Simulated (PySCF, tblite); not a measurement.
**CH11FSi4: geometry, infrared bands and NMR shifts**

Aim: predict the infrared bands and NMR shifts of CH11FSi4 (`F[SiH2][SiH2]C[SiH2][SiH3]`).

Programs: tblite 0.8.0 and PySCF 2.14.0, with density-fitted response routines of our own. Each step states its level of theory. These are calculated values for one molecule in the gas phase, unless marked as measured. Atoms are numbered from 0 throughout.

## (1) The molecule as given

17 atoms, charge 0, multiplicity 1; geometry from: force field or distance geometry start.

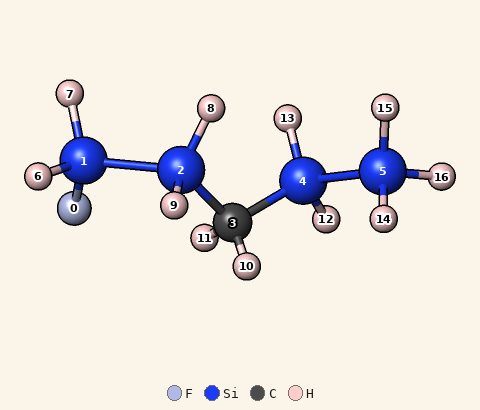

As it starts; fluorine light blue, silicon blue, carbon dark grey, hydrogen pink, atoms numbered.

## (2) Relaxing the molecule with GFN2-xTB

The job: settings as JSON, then the geometry in Å.

```
{"job": {"kind": "relax", "xc": "GFN2-xTB", "basis": "xTB"}, "charge": 0, "multiplicity": 1}
F      3.414000    -1.532500     0.012900
Si     3.194800    -0.073300     0.859700
Si     1.180200     0.776200     0.452300
C      0.137000    -0.376700    -0.602700
Si    -1.417900    -0.932400     0.251500
Si    -3.060900     0.555300     0.198200
H      4.193400     0.929100     0.474600
H      3.392200    -0.298900     2.314600
H      0.480100     1.165800     1.674200
H      1.400000     1.955200    -0.412700
H     -0.093600     0.064000    -1.593400
H      0.721700    -1.319800    -0.794300
H     -1.880800    -2.139600    -0.466700
H     -1.183500    -1.388200     1.633000
H     -2.994800     1.504800    -0.909900
H     -3.176000     1.338100     1.455200
H     -4.313000    -0.215200     0.093000
```

Started as:

```
$ OMP_NUM_THREADS=1 python probes_run.py task.json out
```

This one command runs all jobs of the session in turn.

What it wrote:

```text
step      E/eV     max force
  0    -528.25613    1.927
  1    -528.42213    1.226
  2    -528.48820    0.727
  3    -528.52089    0.844
  4    -528.62469    0.684
  5    -528.66195    0.529
  6    -528.68713    0.297
  7    -528.69938    0.355
  8    -528.71276    0.313
  9    -528.72169    0.303
 10    -528.72956    0.286
 11    -528.73405    0.174
 12    -528.73661    0.102
 13    -528.73832    0.097
 14    -528.74000    0.145
 15    -528.74169    0.159
 16    -528.74312    0.118
 17    -528.74410    0.068
 18    -528.74472    0.058
 19    -528.74514    0.045
 20    -528.74550    0.046
 21    -528.74580    0.040
 22    -528.74608    0.043
 23    -528.74638    0.064
 24    -528.74669    0.058
 25    -528.74695    0.036
 26    -528.74711    0.029
 27    -528.74724    0.034
 28    -528.74737    0.039
 29    -528.74751    0.027
 30    -528.74762    0.024
 31    -528.74770    0.019
 32    -528.74777    0.028
 33    -528.74785    0.029
 34    -528.74796    0.029
 35    -528.74811    0.033
 36    -528.74825    0.032
 37    -528.74839    0.031
 38    -528.74852    0.031
 39    -528.74864    0.030
 40    -528.74874    0.024
 41    -528.74881    0.020
 42    -528.74887    0.020
 43    -528.74895    0.028
 44    -528.74907    0.035
 45    -528.74921    0.038
 46    -528.74934    0.025
 47    -528.74944    0.027
 48    -528.74954    0.029
 49    -528.74966    0.037
 50    -528.74980    0.039
 51    -528.74992    0.023
 52    -528.75002    0.024
 53    -528.75013    0.030
 54    -528.75028    0.041
 55    -528.75047    0.044
 56    -528.75061    0.029
 57    -528.75068    0.021
 58    -528.75073    0.020
 59    -528.75080    0.028
 60    -528.75092    0.036
 61    -528.75109    0.040
 62    -528.75121    0.030
 63    -528.75128    0.017
 64    -528.75133    0.019
 65    -528.75142    0.027
 66    -528.75159    0.041
 67    -528.75185    0.053
 68    -528.75210    0.044
 69    -528.75226    0.031
 70    -528.75238    0.033
 71    -528.75256    0.043
 72    -528.75295    0.070
 73    -528.75358    0.087
 74    -528.75419    0.067
 75    -528.75451    0.034
 76    -528.75463    0.025
 77    -528.75471    0.024
 78    -528.75486    0.037
 79    -528.75505    0.037
 80    -528.75520    0.023
 81    -528.75528    0.021
 82    -528.75534    0.023
 83    -528.75545    0.032
 84    -528.75569    0.050
 85    -528.75615    0.063
 86    -528.75671    0.049
 87    -528.75705    0.045
 88    -528.75720    0.023
 89    -528.75729    0.022
 90    -528.75736    0.023
 91    -528.75750    0.019
 92    -528.75770    0.019
 93    -528.75801    0.021
 94    -528.75833    0.030
 95    -528.75862    0.032
 96    -528.75884    0.029
 97    -528.75895    0.026
 98    -528.75906    0.024
 99    -528.75923    0.029
100    -528.75950    0.046
101    -528.75973    0.043
102    -528.76001    0.036
103    -528.76019    0.023
104    -528.76029    0.021
105    -528.76036    0.021
106    -528.76067    0.041
107    -528.76105    0.058
108    -528.76162    0.073
109    -528.76220    0.058
110    -528.76263    0.056
111    -528.76289    0.036
112    -528.76312    0.036
113    -528.76338    0.036
114    -528.76386    0.035
115    -528.76429    0.038
116    -528.76482    0.049
117    -528.76532    0.066
118    -528.76495    0.078
119    -528.76622    0.056
120    -528.76667    0.052
121    -528.76833    0.065
122    -528.76897    0.062
123    -528.76994    0.064
124    -528.77075    0.070
125    -528.77194    0.074
126    -528.77391    0.097
127    -528.77705    0.128
128    -528.78052    0.151
129    -528.78105    0.214
130    -528.78530    0.126
131    -528.78667    0.091
132    -528.78883    0.074
133    -528.79065    0.068
134    -528.79232    0.079
135    -528.79339    0.072
136    -528.79471    0.080
137    -528.79607    0.068
138    -528.79744    0.101
139    -528.79833    0.094
140    -528.79910    0.073
141    -528.80000    0.068
142    -528.80085    0.077
143    -528.80181    0.096
144    -528.80268    0.079
145    -528.80344    0.054
146    -528.80402    0.066
147    -528.80451    0.056
148    -528.80506    0.065
149    -528.80571    0.054
150    -528.80642    0.064
151    -528.80718    0.061
152    -528.80796    0.069
153    -528.80870    0.057
154    -528.80932    0.048
155    -528.80979    0.057
156    -528.81015    0.045
157    -528.81055    0.040
158    -528.81089    0.044
159    -528.81125    0.045
160    -528.81156    0.042
161    -528.81183    0.038
162    -528.81204    0.035
163    -528.81221    0.026
164    -528.81232    0.026
165    -528.81240    0.026
166    -528.81247    0.026
167    -528.81254    0.026
168    -528.81261    0.019
169    -528.81266    0.016
170    -528.81270    0.013
171    -528.81274    0.016
172    -528.81278    0.018
173    -528.81282    0.018
174    -528.81285    0.017
175    -528.81289    0.014
176    -528.81293    0.015
177    -528.81297    0.017
178    -528.81303    0.020
179    -528.81310    0.023
180    -528.81316    0.019
181    -528.81322    0.018
182    -528.81328    0.023
183    -528.81337    0.025
184    -528.81349    0.029
185    -528.81360    0.024
186    -528.81369    0.017
187    -528.81375    0.021
188    -528.81380    0.023
189    -528.81386    0.022
190    -528.81392    0.018
191    -528.81396    0.015
192    -528.81398    0.016
193    -528.81403    0.013
194    -528.81407    0.014
195    -528.81411    0.014
196    -528.81414    0.010
```

Run time: 1.7 s. Hardware: 1 thread of Arm Neoverse V1, shared host; peak memory 0.18 GiB.

Relaxation path: (not every step is listed)

| step | energy from step 0 (eV) | largest force (eV/Å) |
| --- | --- | --- |
| 0 | 0.0000 | 1.9267 |
| 1 | -0.1660 | 1.2256 |
| 2 | -0.2321 | 0.7268 |
| 3 | -0.2648 | 0.8441 |
| 4 | -0.3686 | 0.6844 |
| 5 | -0.4058 | 0.5286 |
| 6 | -0.4310 | 0.2975 |
| 7 | -0.4433 | 0.3551 |
| 8 | -0.4566 | 0.3133 |
| 26 | -0.4910 | 0.0292 |
| 44 | -0.4929 | 0.0348 |
| 62 | -0.4951 | 0.0296 |
| 80 | -0.4991 | 0.0226 |
| 98 | -0.5029 | 0.0236 |
| 116 | -0.5087 | 0.0489 |
| 134 | -0.5362 | 0.0787 |
| 152 | -0.5518 | 0.0685 |
| 170 | -0.5566 | 0.0135 |
| 188 | -0.5577 | 0.0227 |
| 191 | -0.5578 | 0.0152 |
| 192 | -0.5579 | 0.0158 |
| 193 | -0.5579 | 0.0125 |
| 194 | -0.5579 | 0.0145 |
| 195 | -0.5580 | 0.0142 |
| 196 | -0.5580 | 0.0100 |

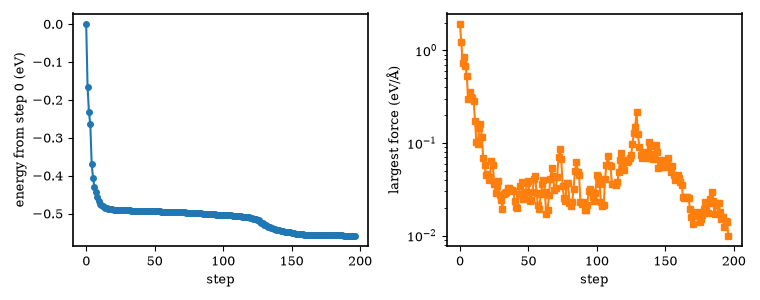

Energy and force, step by step.

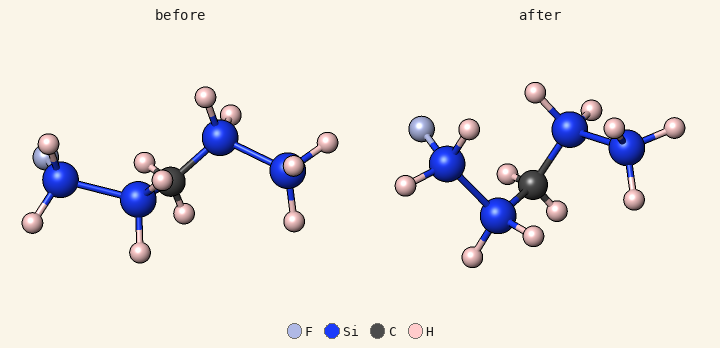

The geometry before (left) and after (right).

Distances of close pairs at the start and the end, largest changes first:

| bond | before (Å) | after (Å) | change (Å) |
| --- | --- | --- | --- |
| Si4–Si5 | 2.217 | 2.310 | +0.092 |
| F0–Si1 | 1.701 | 1.618 | -0.083 |
| Si1–Si2 | 2.224 | 2.302 | +0.078 |
| C3–Si4 | 1.859 | 1.910 | +0.051 |
| C3–H11 | 1.126 | 1.091 | -0.035 |
| Si2–C3 | 1.879 | 1.905 | +0.026 |
| Si1–H7 | 1.485 | 1.462 | -0.024 |
| Si5–H15 | 1.485 | 1.467 | -0.018 |

The end geometry stands in the next job.

## (3) Vibrational analysis with GFN2-xTB

The job: settings as JSON, then the geometry in Å.

```
{"job": {"kind": "ir", "xc": "GFN2-xTB", "basis": "xTB"}, "charge": 0, "multiplicity": 1}
F      2.895332    -1.359842     1.091987
Si     2.426507     0.165810     1.357941
Si     1.246104     0.904344    -0.475294
C      0.078630    -0.425986    -1.178661
Si    -1.180833    -1.171407     0.048159
Si    -2.570545     0.439849     0.946147
H      3.700124     0.831374     1.623572
H      1.693155     0.047400     2.616867
H      0.430514     2.075096    -0.109992
H      2.131186     1.353536    -1.566385
H     -0.463635    -0.003217    -2.026098
H      0.682804    -1.238406    -1.585733
H     -1.924045    -2.211608    -0.686328
H     -0.406575    -1.888929     1.074263
H     -2.496158     1.728286     0.247852
H     -2.267396     0.721854     2.353344
H     -3.982167     0.043877     0.907912
```

What it wrote:

```text
mode    cm-1     km/mol
  1      13.0      0.14
  2      22.7      1.86
  3      27.8      0.65
  4      77.6      0.50
  5      85.5      0.46
  6     131.2      3.84
  7     172.8      6.17
  8     210.7      3.89
  9     358.6     75.52
 10     376.7     36.26
 11     432.5     36.60
 12     437.6     30.23
 13     456.0     12.47
 14     465.7      2.65
 15     469.3      2.88
 16     559.9     10.78
 17     562.9      1.18
 18     602.3     48.26
 19     616.6    205.11
 20     637.7     49.07
 21     708.7    691.78
 22     723.3    494.80
 23     735.5    194.43
 24     783.4    111.15
 25     790.2     91.47
 26     796.1    348.08
 27     809.8     60.73
 28     819.8    307.28
 29     821.5    135.82
 30     827.2    112.93
 31     829.4    195.67
 32    1016.9      8.34
 33    1126.6     50.62
 34    1454.0      0.23
 35    2153.0    408.91
 36    2156.3    311.50
 37    2173.7     83.44
 38    2177.4    229.32
 39    2218.5    413.19
 40    2222.6    495.50
 41    2228.2    210.05
 42    2250.1    490.45
 43    2274.6    188.60
 44    2957.5     41.40
 45    2968.2     10.49
```

Run time: 0.8 s. Hardware: 1 thread of Arm Neoverse V1, shared host; peak memory 0.18 GiB.

Which atoms move in the most intense modes:

| cm⁻¹ | km/mol | atoms |
| --- | --- | --- |
| 709 | 691.8 | H6 29 %, H7 27 % |
| 723 | 494.8 | C3 16 %, H12 13 %, Si4 12 %, H13 11 % |
| 796 | 348.1 | F0 26 %, Si1 17 %, C3 10 % |
| 2153 | 408.9 | H9 52 %, H12 34 % |
| 2156 | 311.5 | H12 51 %, H9 35 % |
| 2218 | 413.2 | H14 70 %, H15 17 % |
| 2223 | 495.5 | H15 65 %, H16 17 % |
| 2250 | 490.4 | H7 54 %, H6 38 % |

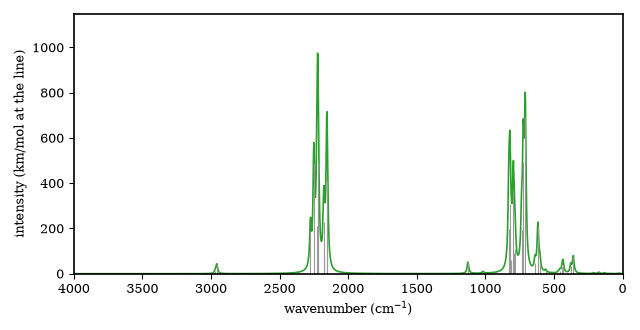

The infrared spectrum from these modes, unscaled. Lines are broadened to a width of 14 cm⁻¹ (Lorentzian).

## (4) NMR shieldings: PBE0/pcSseg-1

Same as in step 3 but for these lines:

```diff
@@ -1,2 +1,2 @@
-{"job": {"kind": "ir", "xc": "GFN2-xTB", "basis": "xTB"}, "charge": 0, "multiplicity": 1}
+{"job": {"kind": "nmr", "xc": "PBE0", "basis": "pcSseg-1"}, "charge": 0, "multiplicity": 1}
 F      2.895332    -1.359842     1.091987
```

Method: GIAO PBE0/pcSseg-1 NMR shielding, non-relativistic, gas phase.

What it wrote:

```text
coarse grid: 15488 points
cycle   1  E = -1301.7743481770  dE =  3.885e-03  |g| = 6.170e-01  |ddm| = 3.596e+00
cycle   2  E = -1301.6865841152  dE =  8.776e-02  |g| = 9.539e-01  |ddm| = 1.299e+00
cycle   3  E = -1301.8452370672  dE = -1.587e-01  |g| = 5.150e-02  |ddm| = 8.510e-01
cycle   4  E = -1301.8455656048  dE = -3.285e-04  |g| = 2.774e-02  |ddm| = 6.357e-02
cycle   5  E = -1301.8457291935  dE = -1.636e-04  |g| = 6.917e-03  |ddm| = 2.851e-02
cycle   6  E = -1301.8457431675  dE = -1.397e-05  |g| = 1.156e-03  |ddm| = 1.009e-02
cycle   7  E = -1301.8457435845  dE = -4.170e-07  |g| = 2.291e-04  |ddm| = 1.909e-03
final grid: 129608 points
cycle   8  E = -1301.8831551866  dE = -1.856e-05  |g| = 4.505e-03  |ddm| = 1.827e-02
cycle   9  E = -1301.8831508052  dE =  4.381e-06  |g| = 5.879e-03  |ddm| = 9.014e-03
cycle  10  E = -1301.8831600145  dE = -9.209e-06  |g| = 3.846e-04  |ddm| = 5.646e-03
cycle  11  E = -1301.8831600460  dE = -3.144e-08  |g| = 6.985e-05  |ddm| = 4.645e-04
cycle  12  E = -1301.8831600469  dE = -9.165e-10  |g| = 3.566e-05  |ddm| = 1.050e-04
cycle  13  E = -1301.8831600471  dE = -2.090e-10  |g| = 8.574e-06  |ddm| = 3.253e-05
converged SCF energy = -1301.8831600471

GIAO shielding tensors (ppm)
atom      isotropic    diamagn.    paramagn.     s11        s22        s33       span
  0 F      440.674     469.611     -28.937    383.884    458.986    479.151     95.267
  1 Si     340.876     877.190    -536.314    249.236    321.924    451.469    202.232
  2 Si     432.815     881.860    -449.045    402.508    416.906    479.030     76.522
  3 C      201.149     258.235     -57.086    190.698    202.174    210.574     19.875
  4 Si     428.911     881.303    -452.392    401.458    412.743    472.532     71.074
  5 Si     470.689     880.565    -409.876    454.818    473.496    483.753     28.936
  6 H       26.034      27.428      -1.395     22.397     24.807     30.897      8.500
  7 H       25.971      29.200      -3.229     23.297     24.926     29.689      6.392
  8 H       27.938      31.049      -3.111     24.117     27.463     32.232      8.115
  9 H       27.459      29.497      -2.038     23.444     25.040     33.894     10.450
 10 H       31.664      32.357      -0.693     26.272     28.821     39.898     13.626
 11 H       31.330      32.223      -0.892     25.957     28.381     39.653     13.696
 12 H       27.403      29.554      -2.150     23.223     25.353     33.634     10.411
 13 H       27.438      30.711      -3.272     23.734     26.567     32.014      8.280
 14 H       28.298      29.892      -1.593     24.504     27.433     32.959      8.455
 15 H       28.243      29.425      -1.182     24.764     26.266     33.699      8.935
 16 H       28.277      28.766      -0.489     24.724     25.510     34.597      9.873
```

It took 40 s on 1 thread of Arm Neoverse V1, shared host; peak memory 0.84 GiB.

Shifts follow as δ = σ(reference) − σ, with reference shieldings (ppm) from runs at the same level and on the same kind of geometry: 1H TMS 31.72, 13C TMS 186.9, 29Si TMS 349.2, 19F CFCl3 170.9. The references are single molecules in the gas phase, so shifts against H2O, NH3, PH3, H3PO4 or CFCl3 are not on the usual liquid scales and can be off by tens of ppm. Atoms listed in one row are averaged.

| atoms | environment | σ (ppm) | δ (ppm) | δ scaled to CDCl3 |
| --- | --- | --- | --- | --- |
| C3 | sp3 CH2 bonded to 2 Si | 201.1 | -14.2 | -15.8 |
| H6, H7 | hydrogen on a silicon bonded to F, Si | 26.00 | 5.71 | – |
| H12, H13 | hydrogen on a silicon bonded to C, Si | 27.42 | 4.30 | – |
| H8, H9 | hydrogen on a silicon bonded to C, Si | 27.70 | 4.02 | – |
| H14, H15, H16 | hydrogen on a silicon bonded to Si | 28.27 | 3.44 | – |
| H10, H11 | hydrogen on an sp3 CH2 bonded to 2 Si | 31.50 | 0.22 | 0.31 |
| F0 | fluorine bonded to Si | 440.7 | -269.7 | – |
| Si1 | silicon bonded to F, Si, 2 H | 340.9 | 8.3 | – |
| Si4 | silicon bonded to C, Si, 2 H | 428.9 | -79.8 | – |
| Si2 | silicon bonded to C, Si, 2 H | 432.8 | -83.7 | – |
| Si5 | silicon bonded to Si, 3 H | 470.7 | -121.5 | – |

The scaled column applies a straight-line fit of computed shieldings to shifts measured in CDCl3, and one for carbons that bear F (root-mean-square error 0.16 ppm for H, 1.9 ppm for C).

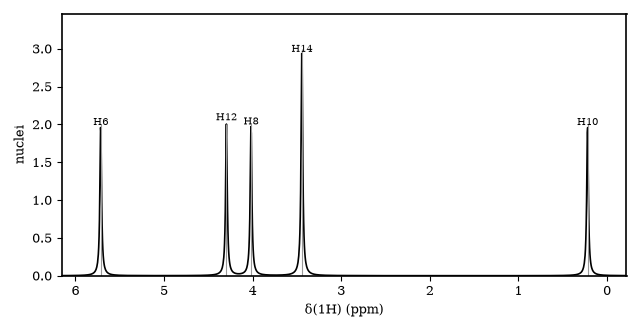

1H lines at the computed shifts, without couplings. Lines are broadened to a width of 0.02 ppm (Lorentzian).

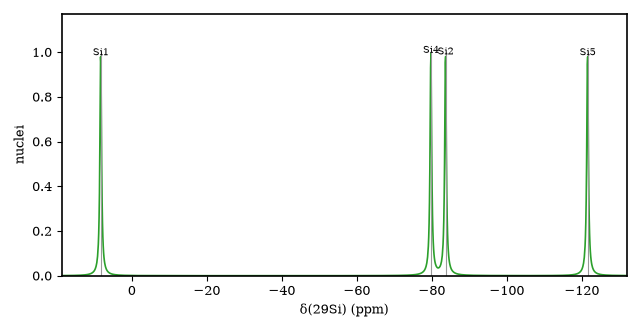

29Si lines at the computed shifts, without couplings. Lines are broadened to a width of 0.52 ppm (Lorentzian).

Charges from the same density, by scheme (e):

| atoms | Mulliken | IAO | Hirshfeld | ESP fit |
| --- | --- | --- | --- | --- |
| F0 | -0.44 | -0.55 | -0.22 | -0.29 |
| Si1 | 0.71 | 0.80 | 0.34 | 0.48 |
| Si2 | 0.22 | 0.42 | 0.25 | 0.25 |
| C3 | -0.82 | -0.79 | -0.24 | -0.46 |
| Si4 | 0.28 | 0.45 | 0.25 | 0.33 |
| Si5 | 0.17 | 0.27 | 0.21 | 0.16 |

Hirshfeld charges:

F0 -0.22; Si1 0.34; Si2 0.25; C3 -0.24; Si4 0.25; Si5 0.21; H6 -0.08; H7 -0.08; H8 -0.08; H9 -0.07; H10 0.04; H11 0.05; H12 -0.08; H13 -0.07; H14 -0.07; H15 -0.07; H16 -0.07

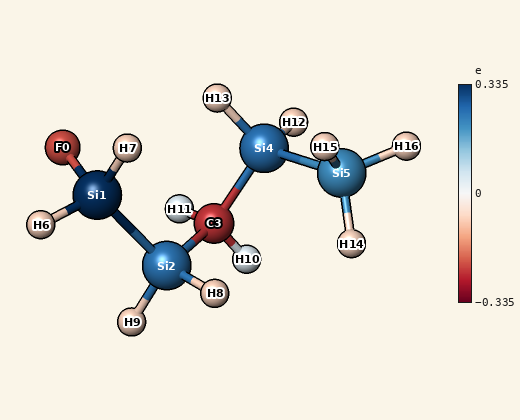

Hirshfeld charges, as colours on the atoms.

Mayer bond orders: F0–Si1 0.89, Si1–Si2 0.90, Si2–C3 0.92, C3–Si4 0.91, Si4–Si5 0.90.

The fields below are evaluated on a grid from the run's orbitals.

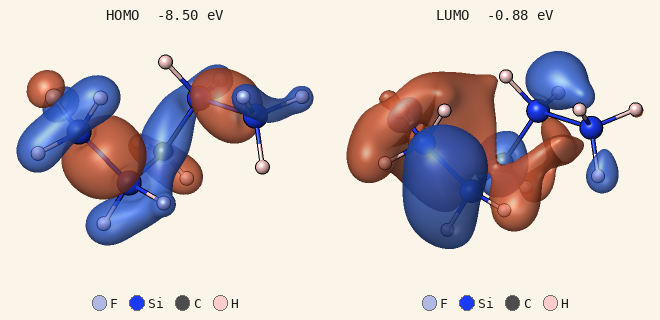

PBE0/pcSseg-1 orbitals near the gap, drawn at the value that encloses 70 % of each; the two colours are the two signs.

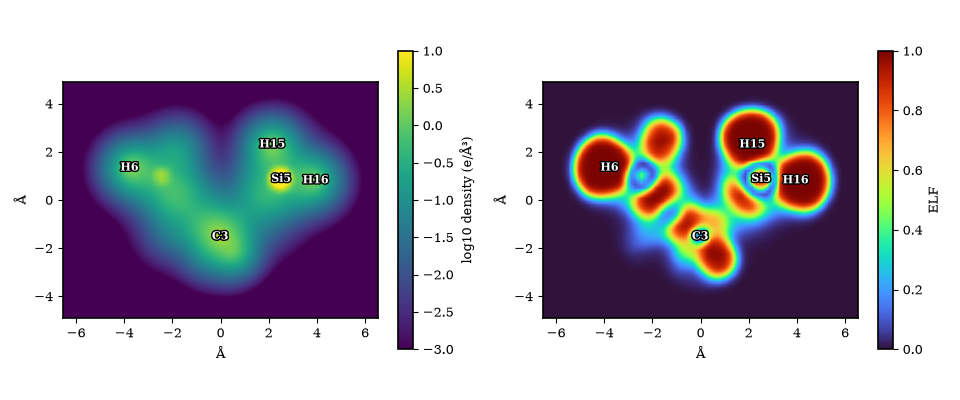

Density (left) and ELF (right) in a plane through or near 5 of the atoms.

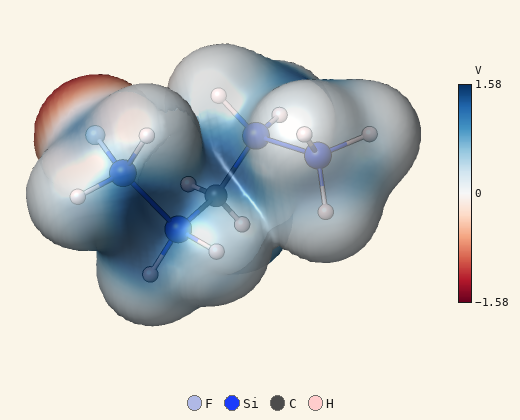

The potential that a unit positive charge feels on the 0.002 e/bohr³ surface, from -1.14 V near F0 to 1.58 V near Si1.

## (5) What came out

| quantity | value |
| --- | --- |
| strongest single infrared mode (GFN2-xTB) | 709 cm⁻¹, 692 km/mol |
| zero-point energy (GFN2-xTB) | 64.0 kcal/mol |
| 13C shifts against TMS (PBE0/pcSseg-1) | -14.2 ppm |
| 1H shifts against TMS (PBE0/pcSseg-1, means over atoms taken as alike) | 5.71, 4.30, 4.02, 3.44, 0.22 ppm |
| 19F shifts against CFCl3 (PBE0/pcSseg-1) | -269.7 ppm |
| 29Si shifts against TMS (PBE0/pcSseg-1) | 8.3, -79.8, -83.7, -121.5 ppm |
| surface potential, least and greatest | -1.14 V and 1.58 V |

**Reading.** The optimisation took 196 steps and gained 0.558 eV; among the close pairs (by a distance rule), Si4–Si5 changed most, from 2.217 to 2.310 Å. No mode is imaginary among the 45: a minimum at this level. The strongest single mode, at 709 cm⁻¹, is spread over many atoms; the largest shares are those of H6, H7. Unscaled tight-binding wavenumbers are off by several per cent, some by more. Its intensities can rank the bands wrongly. At PBE0/pcSseg-1: Shielding is most anisotropic at Si1 (span 202 ppm, paramagnetic term -536 ppm). At PBE0/pcSseg-1, counted by nearest atom on the grid, the HOMO lies on Si1, Si2 about 17 % each; Si4, Si5 about 8 % each, the LUMO on Si1 20 %; Si2 11 %.
